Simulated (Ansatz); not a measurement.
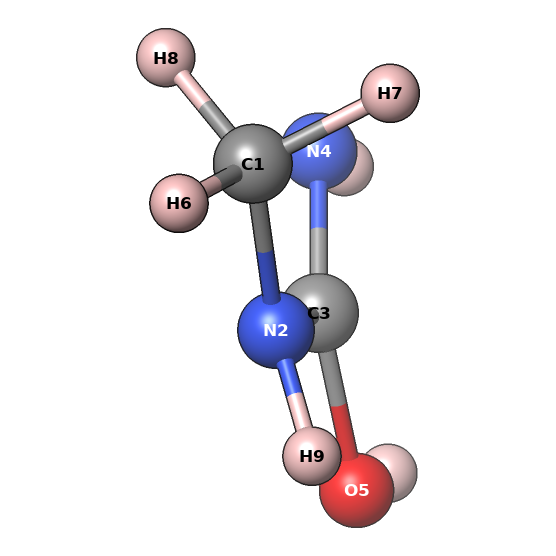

C3 lies behind N2. The molecule seen a little off the N2–C3 bond, N2 in front. Depth is shown by fading: the farther an atom, the more it takes the colour of the background. The computed structure is the end point of a PBE-D4/def2-SVP optimisation. No frequency run is at hand to confirm it as a minimum.

Question: What is the torsion angle C1–N2–C3–O5? The sign is positive where the front bond must turn clockwise to cover the back bond.

Answer: 173°, antiperiplanar (anti).
